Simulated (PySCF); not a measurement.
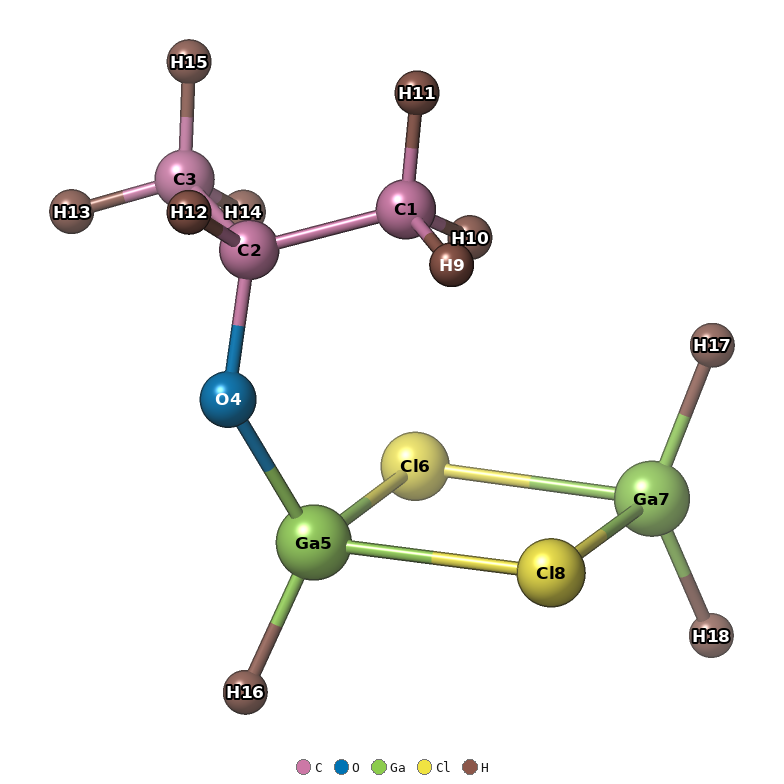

Distant atoms are faded towards the background colour. Computed geometry: PBE0-D3(BJ)/def2-SVP optimisation. No frequency run is at hand to confirm it as a minimum.

What is the conformation of the ring Ga5–Cl6–Ga7–Cl8?

Answer. It is planar. The Cremer–Pople amplitude Q is 0.01 Å.

Give the torsion angles round the ring, beginning with the bond from its second to its third atom.

Answer. 0°, 0°, 0°, 0°.
